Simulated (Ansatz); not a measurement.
**BH3ClOF: nudged elastic band**

- system: BH3ClOF
- method: RKS B3LYP-D4/def2-SVP (Ansatz 0.2.0)

It belongs to a series of runs on one base structure; here: band between the two ends. Figures and captions count atoms from 1; the log counts them from 0 in places.

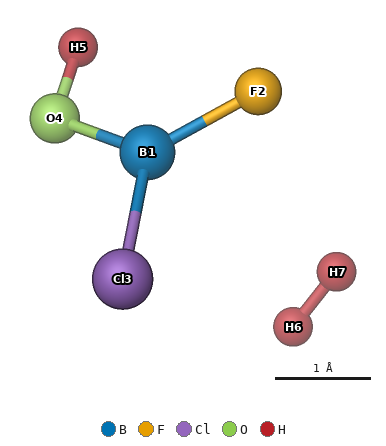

Fig. 1: The structure as given in the input (ball-and-stick view, seen at a tilt; atoms are numbered from 1 in the order of the input).

### Input
```yaml
crystal:
  periodic: [false, false, false]
  atoms:
    - { symbol: B, position_ang: [0.06789, -0.554713, -0.125801] }
    - { symbol: F, position_ang: [0.055557, -0.795036, 1.183377] }
    - { symbol: Cl, position_ang: [1.61593, -0.430565, -0.954922] }
    - { symbol: O, position_ang: [-1.073901, -0.414246, -0.818542] }
    - { symbol: H, position_ang: [-1.864046, -0.508506, -0.268428] }
    - { symbol: H, position_ang: [0.253379, 2.381658, 0.847342] }
    - { symbol: H, position_ang: [0.172291, 1.93831, 1.459675] }
basis:
  gaussian: { orbitals: def2-SVP }
hamiltonian:
  xc: b3lyp
  dispersion: d4
neb:
  order_check: false
  images: 7
  f_tol: 0.05
  max_iterations: 60
  final_atoms:
    - { symbol: B, position_ang: [-0.0149018, 0.44296278, -0.42797085] }
    - { symbol: F, position_ang: [0.24445412, 0.05444242, 2.24064614] }
    - { symbol: Cl, position_ang: [1.32482492, -0.52061409, -1.07049644] }
    - { symbol: O, position_ang: [-1.28863805, 0.03578672, -0.49672717] }
    - { symbol: H, position_ang: [-1.40114289, -0.85069627, -0.86886761] }
    - { symbol: H, position_ang: [0.21235476, 1.53515354, 0.02642764] }
    - { symbol: H, position_ang: [0.15014895, 0.9198669, 1.9196893] }
  initial_path:
    images:
      - { positions_ang: [[0.06789, -0.554713, -0.125801], [0.055557, -0.795036, 1.183377], [1.61593, -0.430565, -0.954922], [-1.073901, -0.414246, -0.818542], [-1.864046, -0.508506, -0.268428], [0.253379, 2.381658, 0.847342], [0.172291, 1.93831, 1.459675]] }
      - { positions_ang: [[0.05012459, -0.41785748, -0.09250804], [0.03917936, -0.58580761, 1.30669102], [1.61473741, -0.33837863, -0.94491032], [-1.11073137, -0.31255152, -0.78962757], [-1.83455164, -0.59111747, -0.31930423], [0.27405106, 2.13079149, 0.74499326], [0.19429059, 1.73182321, 1.41736687]] }
      - { positions_ang: [[0.03235919, -0.28100196, -0.05921508], [0.02280172, -0.37657921, 1.43000505], [1.61354481, -0.24619226, -0.93489863], [-1.14756174, -0.21085704, -0.76071313], [-1.80505728, -0.67372893, -0.37018047], [0.29472312, 1.87992499, 0.64264452], [0.21629018, 1.52533643, 1.37505875]] }
      - { positions_ang: [[0.01459378, -0.14414644, -0.02592212], [0.00642407, -0.16735082, 1.55331907], [1.61235222, -0.1540059, -0.92488695], [-1.18439211, -0.10916256, -0.7317987], [-1.77556293, -0.7563404, -0.4210567], [0.31539518, 1.62905848, 0.54029578], [0.23828978, 1.31884964, 1.33275062]] }
      - { positions_ang: [[-0.00317163, -0.00729092, 0.00737084], [-0.00995357, 0.04187757, 1.67663309], [1.61115962, -0.06181953, -0.91487527], [-1.22122247, -0.00746808, -0.70288427], [-1.74606857, -0.83895187, -0.47193294], [0.33606724, 1.37819197, 0.43794704], [0.26028937, 1.11236285, 1.2904425]] }
      - { positions_ang: [[-0.00610417, 0.1052725, -0.10146458], [0.05364835, 0.04501878, 1.81763635], [1.53957595, -0.17651817, -0.95378056], [-1.23807637, 0.00334562, -0.65134499], [-1.65983715, -0.84188797, -0.57116661], [0.30513912, 1.41743236, 0.33506719], [0.23275426, 1.06423887, 1.4477542]] }
      - { positions_ang: [[-0.00903672, 0.21783593, -0.2103], [0.11725027, 0.04816, 1.95863962], [1.46799227, -0.29121681, -0.99268585], [-1.25493026, 0.01415932, -0.59980572], [-1.57360573, -0.84482407, -0.67040027], [0.274211, 1.45667275, 0.23218734], [0.20521916, 1.01611488, 1.6050659]] }
      - { positions_ang: [[-0.01196926, 0.33039936, -0.31913543], [0.1808522, 0.05130121, 2.09964288], [1.39640859, -0.40591545, -1.03159115], [-1.27178416, 0.02497302, -0.54826644], [-1.48737431, -0.84776017, -0.76963394], [0.24328288, 1.49591314, 0.12930749], [0.17768405, 0.96799089, 1.7623776]] }
      - { positions_ang: [[-0.0149018, 0.44296278, -0.42797085], [0.24445412, 0.05444242, 2.24064614], [1.32482492, -0.52061409, -1.07049644], [-1.28863805, 0.03578672, -0.49672717], [-1.40114289, -0.85069627, -0.86886761], [0.21235476, 1.53515354, 0.02642764], [0.15014895, 0.9198669, 1.9196893]] }
```

Run as:
```bash
ansatz run input.yaml --threads 2 --pin off --max-ram 3072MiB --backend cpu --events-out ev --progress --plain --runs-dir out
```

### What the program printed
```
Engine: ansatz 0.2.0, aarch64-unknown-linux-gnu
Functional definition: B3LYP
  parameter a0 = 0.2
  parameter ax = 0.72
  parameter ac = 0.81
  exchange = (1 - a0 - ax)*slater_x + ax*b88_x + a0*exact_x
  correlation = (1 - ac)*vwn_rpa_c + ac*lyp_c
777 factors; integrals over basis functions are off by at most 5.2e-4 eV
mean field evaluation 1: about -18003.4432 eV, gradient 5.1e1 eV
mean field evaluation 2: about -17997.0480 eV, gradient 7.9e1 eV
mean field evaluation 4: about -18007.6712 eV, gradient 3.2e0 eV
mean field evaluation 8: about -18007.7246 eV, gradient 1.2e-1 eV
mean field -18007.72461297 eV, -661.7716734526 hartree, gradient 2.6e-5 eV, S^2 0.000000; 0 other end points of the search recorded, 0 dependent functions left out
the calculation of the forces begins
reference -18007.72481891 eV, -661.7716810208 hartree; 21, 21 occupied and 54, 54 virtual orbitals, 777 factors
779 factors; integrals over basis functions are off by at most 1.3e-3 eV
mean field evaluation 16: about -18001.7450 eV, gradient 5.3e1 eV
mean field -18006.45240271 eV, -661.7249205878 hartree, gradient 1.8e-5 eV, S^2 0.000000; 0 other end points of the search recorded, 0 dependent functions left out
[... from here on the field's lines of each further geometry are left out, up to the last ...]
NEB iter   1: max|band force component| = 5.105e0 eV/Å  barrier→ = 3.7252 eV  barrier← = 2.4446 eV  Δτ_max = 0.2000 Å  (229 SCF iters)
NEB iter   2: max|band force component| = 1.945e0 eV/Å  barrier→ = 2.5185 eV  barrier← = 1.2379 eV  Δτ_max = 0.2000 Å  (223 SCF iters)
NEB iter   3: max|band force component| = 1.661e0 eV/Å  barrier→ = 2.3384 eV  barrier← = 1.0578 eV  Δτ_max = 0.1294 Å  (225 SCF iters)
NEB iter   4: max|band force component| = 1.159e0 eV/Å  barrier→ = 2.3083 eV  barrier← = 1.0277 eV  Δτ_max = 0.0691 Å  (199 SCF iters)
NEB iter   5: max|band force component| = 6.233e-1 eV/Å  barrier→ = 2.2250 eV  barrier← = 0.9444 eV  CI = image 5  Δτ_max = 0.1779 Å  (210 SCF iters)
NEB iter   6: max|band force component| = 6.200e-1 eV/Å  barrier→ = 2.4278 eV  barrier← = 1.1472 eV  CI = image 5  Δτ_max = 0.0482 Å  (214 SCF iters)
NEB iter   7: max|band force component| = 3.840e-1 eV/Å  barrier→ = 2.4091 eV  barrier← = 1.1285 eV  CI = image 5  Δτ_max = 0.0277 Å  (205 SCF iters)
NEB iter   8: max|band force component| = 1.729e-1 eV/Å  barrier→ = 2.4042 eV  barrier← = 1.1235 eV  CI = image 5  Δτ_max = 0.0470 Å  (196 SCF iters)
NEB iter   9: max|band force component| = 2.094e-1 eV/Å  barrier→ = 2.3956 eV  barrier← = 1.1149 eV  CI = image 5  Δτ_max = 0.0235 Å  (185 SCF iters)
NEB iter  10: max|band force component| = 2.074e-1 eV/Å  barrier→ = 2.3895 eV  barrier← = 1.1089 eV  CI = image 5  Δτ_max = 0.0236 Å  (204 SCF iters)
NEB iter  11: max|band force component| = 2.036e-1 eV/Å  barrier→ = 2.3829 eV  barrier← = 1.1022 eV  CI = image 5  Δτ_max = 0.0235 Å  (209 SCF iters)
NEB iter  12: max|band force component| = 2.003e-1 eV/Å  barrier→ = 2.3755 eV  barrier← = 1.0949 eV  CI = image 5  Δτ_max = 0.0235 Å  (197 SCF iters)
NEB iter  13: max|band force component| = 1.940e-1 eV/Å  barrier→ = 2.3677 eV  barrier← = 1.0871 eV  CI = image 5  Δτ_max = 0.0470 Å  (194 SCF iters)
NEB iter  14: max|band force component| = 1.761e-1 eV/Å  barrier→ = 2.3514 eV  barrier← = 1.0708 eV  CI = image 5  Δτ_max = 0.0470 Å  (202 SCF iters)
NEB iter  15: max|band force component| = 1.627e-1 eV/Å  barrier→ = 2.3347 eV  barrier← = 1.0540 eV  CI = image 5  Δτ_max = 0.0470 Å  (200 SCF iters)
NEB iter  16: max|band force component| = 1.768e-1 eV/Å  barrier→ = 2.3179 eV  barrier← = 1.0372 eV  CI = image 5  Δτ_max = 0.0469 Å  (201 SCF iters)
NEB iter  17: max|band force component| = 2.101e-1 eV/Å  barrier→ = 2.3015 eV  barrier← = 1.0209 eV  CI = image 5  Δτ_max = 0.0237 Å  (202 SCF iters)
NEB iter  18: max|band force component| = 2.424e-1 eV/Å  barrier→ = 2.2936 eV  barrier← = 1.0130 eV  CI = image 5  Δτ_max = 0.0118 Å  (203 SCF iters)
NEB iter  19: max|band force component| = 1.784e-1 eV/Å  barrier→ = 2.2897 eV  barrier← = 1.0091 eV  CI = image 5  Δτ_max = 0.0235 Å  (199 SCF iters)
NEB iter  20: max|band force component| = 1.904e-1 eV/Å  barrier→ = 2.2822 eV  barrier← = 1.0015 eV  CI = image 5  Δτ_max = 0.0235 Å  (202 SCF iters)
NEB iter  21: max|band force component| = 2.037e-1 eV/Å  barrier→ = 2.2749 eV  barrier← = 0.9943 eV  CI = image 5  Δτ_max = 0.0469 Å  (203 SCF iters)
NEB iter  22: max|band force component| = 2.277e-1 eV/Å  barrier→ = 2.2615 eV  barrier← = 0.9809 eV  CI = image 5  Δτ_max = 0.0931 Å  (201 SCF iters)
NEB iter  23: max|band force component| = 2.713e-1 eV/Å  barrier→ = 2.2405 eV  barrier← = 0.9599 eV  CI = image 5  Δτ_max = 0.1812 Å  (207 SCF iters)
NEB iter  24: max|band force component| = 5.093e-1 eV/Å  barrier→ = 2.2297 eV  barrier← = 0.9491 eV  CI = image 5  Δτ_max = 0.0931 Å  (200 SCF iters)
NEB iter  25: max|band force component| = 7.539e-1 eV/Å  barrier→ = 2.2268 eV  barrier← = 0.9462 eV  CI = image 5  Δτ_max = 0.0462 Å  (206 SCF iters)
NEB iter  26: max|band force component| = 4.503e-1 eV/Å  barrier→ = 2.2262 eV  barrier← = 0.9456 eV  CI = image 5  Δτ_max = 0.0929 Å  (187 SCF iters)
NEB iter  27: max|band force component| = 5.736e-1 eV/Å  barrier→ = 2.2257 eV  barrier← = 0.9451 eV  CI = image 5  Δτ_max = 0.0906 Å  (200 SCF iters)
NEB iter  28: max|band force component| = 4.162e-1 eV/Å  barrier→ = 2.2257 eV  barrier← = 0.9451 eV  CI = image 5  Δτ_max = 0.0905 Å  (182 SCF iters)
NEB iter  29: max|band force component| = 4.279e-1 eV/Å  barrier→ = 2.2257 eV  barrier← = 0.9450 eV  CI = image 5  Δτ_max = 0.0957 Å  (181 SCF iters)
NEB iter  30: max|band force component| = 3.130e-1 eV/Å  barrier→ = 2.2257 eV  barrier← = 0.9450 eV  CI = image 5  Δτ_max = 0.0946 Å  (175 SCF iters)
NEB iter  31: max|band force component| = 2.640e-1 eV/Å  barrier→ = 2.2257 eV  barrier← = 0.9450 eV  CI = image 5  Δτ_max = 0.0948 Å  (169 SCF iters)
NEB iter  32: max|band force component| = 7.585e-1 eV/Å  barrier→ = 2.2257 eV  barrier← = 0.9450 eV  CI = image 5  Δτ_max = 0.0469 Å  (167 SCF iters)
NEB iter  33: max|band force component| = 2.447e-1 eV/Å  barrier→ = 2.2257 eV  barrier← = 0.9450 eV  CI = image 5  Δτ_max = 0.0944 Å  (168 SCF iters)
NEB iter  34: max|band force component| = 5.525e-1 eV/Å  barrier→ = 2.2257 eV  barrier← = 0.9450 eV  CI = image 5  Δτ_max = 0.0472 Å  (169 SCF iters)
NEB iter  35: max|band force component| = 1.417e-1 eV/Å  barrier→ = 2.2257 eV  barrier← = 0.9450 eV  CI = image 5  Δτ_max = 0.0924 Å  (168 SCF iters)
NEB iter  36: max|band force component| = 9.358e-2 eV/Å  barrier→ = 2.2257 eV  barrier← = 0.9450 eV  CI = image 5  Δτ_max = 0.0940 Å  (166 SCF iters)
NEB iter  37: max|band force component| = 1.207e-1 eV/Å  barrier→ = 2.2257 eV  barrier← = 0.9450 eV  CI = image 5  Δτ_max = 0.0467 Å  (165 SCF iters)
NEB iter  38: max|band force component| = 1.173e-1 eV/Å  barrier→ = 2.2257 eV  barrier← = 0.9450 eV  CI = image 5  Δτ_max = 0.0470 Å  (158 SCF iters)
NEB iter  39: max|band force component| = 5.643e-1 eV/Å  barrier→ = 2.2257 eV  barrier← = 0.9450 eV  CI = image 5  Δτ_max = 0.0235 Å  (166 SCF iters)
NEB iter  40: max|band force component| = 2.774e-1 eV/Å  barrier→ = 2.2257 eV  barrier← = 0.9450 eV  CI = image 5  Δτ_max = 0.0235 Å  (155 SCF iters)
NEB iter  41: max|band force component| = 5.900e-2 eV/Å  barrier→ = 2.2257 eV  barrier← = 0.9450 eV  CI = image 5  Δτ_max = 0.0281 Å  (154 SCF iters)
the calculation of the forces begins
reference -18006.38550480 eV, -661.7224621350 hartree; 21, 21 occupied and 54, 54 virtual orbitals, 779 factors
777 factors; integrals over basis functions are off by at most 1.6e-3 eV
mean field -18005.48766058 eV, -661.6894669685 hartree, gradient 2.3e-5 eV, S^2 0.000000; 1 other end points of the search recorded, 0 dependent functions left out
the calculation of the forces begins
reference -18005.48785150 eV, -661.6894739847 hartree; 21, 21 occupied and 54, 54 virtual orbitals, 777 factors
NEB iter  42: max|band force component| = 4.268e-2 eV/Å  barrier→ = 2.2257 eV  barrier← = 0.9450 eV  CI = image 5  Δτ_max = 0.0000 Å  (323 SCF iters)
```

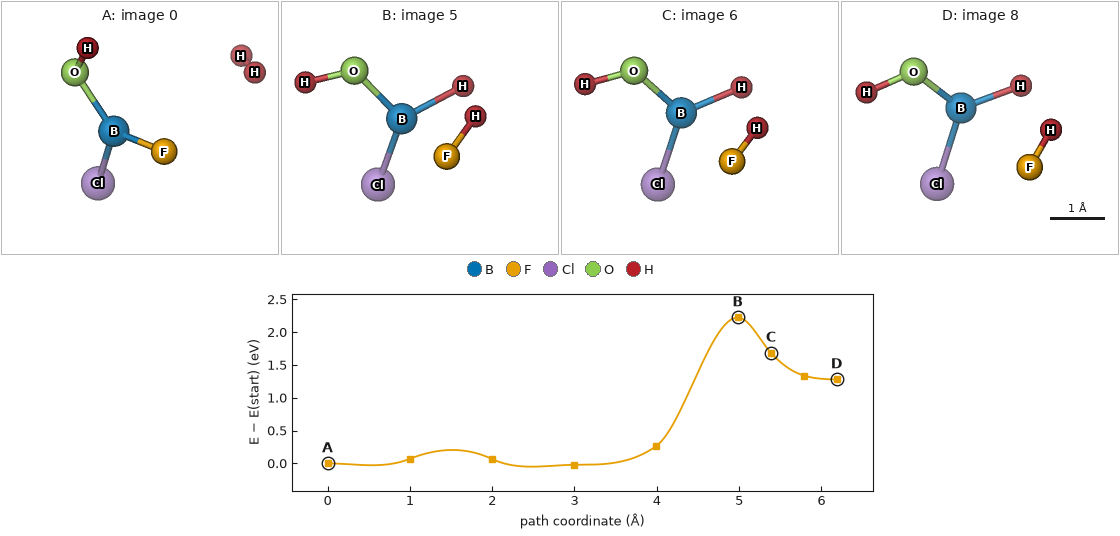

Fig. 2: Images of the last band (counted from 0; ball-and-stick, seen at a tilt) above the energy along the path; the line is a cubic interpolation that uses the forces. The highest image is number 5, 2.226 eV above the start and 0.945 eV above the end (the climbing image); the end lies 1.281 eV above the start. The path is 6.19 Å long. The band converged in 42 iterations.

```
Total energy: -18005.66523363 eV, -661.6959926576 hartree
Atom 0 at    -0.020153     0.226963     0.071564 Å, force     0.000010    -0.000004    -0.000012 eV/Å
Atom 1 at     0.205654    -0.004578     1.684862 Å, force     0.000001    -0.000006     0.000008 eV/Å
Atom 2 at     1.376747    -0.439992    -0.827162 Å, force    -0.000007     0.000004     0.000005 eV/Å
Atom 3 at    -1.304832    -0.026218    -0.280762 Å, force     0.000009    -0.000002    -0.000003 eV/Å
Atom 4 at    -1.401686    -0.760588    -0.898655 Å, force    -0.000008     0.000001     0.000002 eV/Å
Atom 5 at     0.147781     1.541252     0.319591 Å, force    -0.000001     0.000003     0.000003 eV/Å
Atom 6 at     0.223589     1.080063     1.253263 Å, force    -0.000003     0.000004    -0.000004 eV/Å
Dipole moment:    -0.121016     0.093420    -0.110664 e Å
this run last wrote the band of iteration 42 to [file]
```

### The last band as extended XYZ (Å, eV, eV/Å)
```
7
Properties=species:S:1:pos:R:3:forces:R:3 image=0 energy=-18007.89072
B     0.0679   -0.5547   -0.1258   -0.0015   0.0027   0.0076
F     0.0556   -0.7950    1.1834    0.0061  -0.0022  -0.0040
Cl    1.6159   -0.4306   -0.9549   -0.0015   0.0008   0.0012
O    -1.0739   -0.4142   -0.8185   -0.0002  -0.0122  -0.0046
H    -1.8640   -0.5085   -0.2684   -0.0023   0.0102  -0.0013
H     0.2534    2.3817    0.8473   -0.0021   0.0009   0.0023
H     0.1723    1.9383    1.4597    0.0015  -0.0002  -0.0012
7
Properties=species:S:1:pos:R:3:forces:R:3 image=1 energy=-18007.82242
B    -0.0467   -0.5971   -0.0758    0.0673   0.0354  -0.1083
F     0.0126   -0.9331    1.2060   -0.1891  -0.0194  -0.0688
Cl    1.4373   -0.0929   -0.8938    0.1563   0.0006   0.1094
O    -1.1524   -0.6110   -0.8253    0.1683   0.1717  -0.4989
H    -2.0204   -0.8561   -0.5104   -0.1998  -0.1894   0.5686
H     0.7175    2.2217    0.9295   -0.0021  -0.0025   0.0005
H     0.2792    2.4854    1.4926   -0.0009   0.0037  -0.0026
7
Properties=species:S:1:pos:R:3:forces:R:3 image=2 energy=-18007.82178
B    -0.0980   -0.6450    0.1025   -0.0050  -0.0219   0.0808
F     0.1576   -0.8503    1.3821    0.1868   0.0069   0.0974
Cl    1.2696   -0.1984   -0.9397   -0.1942  -0.0083  -0.1126
O    -1.3699   -0.8057   -0.2671   -0.2814  -0.1560   0.5658
H    -1.7397   -0.6948   -1.1367    0.2957   0.1773  -0.6268
H     0.7298    2.2549    0.8247   -0.0015   0.0029  -0.0031
H     0.2777    2.5562    1.3570   -0.0004  -0.0009  -0.0015
7
Properties=species:S:1:pos:R:3:forces:R:3 image=3 energy=-18007.91277
B    -0.0454   -0.5876    0.1907    0.0168  -0.0013  -0.0182
F     0.2495   -0.5722    1.4778   -0.0067  -0.0022   0.0034
Cl    1.2852   -0.6485   -0.9851   -0.0064  -0.0006   0.0067
O    -1.3342   -0.5636   -0.1817   -0.0047  -0.0022   0.0063
H    -1.4658   -0.5756   -1.1376   -0.0016  -0.0025  -0.0012
H     0.2531    2.5172    0.6810    0.0017   0.0045   0.0026
H     0.2846    2.0472    1.2776    0.0008   0.0043   0.0005
7
Properties=species:S:1:pos:R:3:forces:R:3 image=4 energy=-18007.63067
B    -0.0251   -0.2868    0.2695   -0.0039  -0.5162   0.1971
F     0.2156   -0.3280    1.5790   -0.0066  -0.3058  -0.0971
Cl    1.3461   -0.4675   -0.8498   -0.0215  -0.0421  -0.0015
O    -1.3009   -0.2545   -0.1516    0.0078  -0.2238   0.1169
H    -1.4175   -0.5500   -1.0610   -0.0099   0.2040  -0.1645
H     0.1708    1.8898    0.4159    0.0272   0.3462   0.0848
H     0.2382    1.6139    1.1208    0.0071   0.5377  -0.1357
7
Properties=species:S:1:pos:R:3:forces:R:3 image=5 energy=-18005.66504
B    -0.0202    0.2270    0.0716    0.0000   0.0000   0.0000
F     0.2057   -0.0046    1.6849    0.0000   0.0000   0.0000
Cl    1.3767   -0.4400   -0.8272    0.0000   0.0000   0.0000
O    -1.3048   -0.0262   -0.2808    0.0000   0.0000   0.0000
H    -1.4017   -0.7606   -0.8987    0.0000   0.0000   0.0000
H     0.1478    1.5413    0.3196    0.0000   0.0000   0.0000
H     0.2236    1.0801    1.2533    0.0000   0.0000   0.0000
7
Properties=species:S:1:pos:R:3:forces:R:3 image=6 energy=-18006.20414
B    -0.0300    0.3514   -0.1319   -0.0390   0.4515  -0.7360
F     0.2160    0.0647    1.8299    0.0914   0.2520   0.5119
Cl    1.3732   -0.4774   -0.8390   -0.0247  -0.0872  -0.0923
O    -1.3071   -0.0076   -0.3448   -0.0158   0.0344  -0.1945
H    -1.4064   -0.7990   -0.8875   -0.0226  -0.1711   0.0765
H     0.1457    1.5229    0.2243   -0.0416  -0.0591  -0.3460
H     0.2356    0.9620    1.4717    0.0522  -0.4205   0.7803
7
Properties=species:S:1:pos:R:3:forces:R:3 image=7 energy=-18006.55177
B    -0.0346    0.4229   -0.3117   -0.0079   0.0714  -0.1833
F     0.2244    0.0633    2.0588    0.0222   0.0088   0.2301
Cl    1.3535   -0.4995   -0.9075   -0.0227  -0.0167  -0.0772
O    -1.3043    0.0262   -0.4570    0.0005   0.0232  -0.1034
H    -1.4057   -0.8407   -0.8731   -0.0003  -0.0567   0.0294
H     0.1564    1.5300    0.1389    0.0020   0.0093  -0.0947
H     0.2373    0.9146    1.6744    0.0063  -0.0393   0.1991
7
Properties=species:S:1:pos:R:3:forces:R:3 image=8 energy=-18006.61008
B    -0.0149    0.4430   -0.4280   -0.0023  -0.0118  -0.0039
F     0.2445    0.0544    2.2406    0.0019  -0.0153   0.0085
Cl    1.3248   -0.5206   -1.0705   -0.0002   0.0052  -0.0005
O    -1.2886    0.0358   -0.4967    0.0060   0.0048  -0.0041
H    -1.4011   -0.8507   -0.8689   -0.0033   0.0001   0.0020
H     0.2124    1.5352    0.0264   -0.0012  -0.0008   0.0028
H     0.1501    0.9199    1.9197   -0.0009   0.0178  -0.0049
```

### Summary

```tsv
quantity	value
outcome	converged
barrier, forward	2.226 eV
barrier, backward	0.945 eV
hardware	2 threads of Arm Neoverse V2, 24 GiB of memory available, shared host
wall time	5.4 min (CPU time 10 min)
peak memory	0.16 GiB
```

### Remarks

The order of the saddle point was not checked.
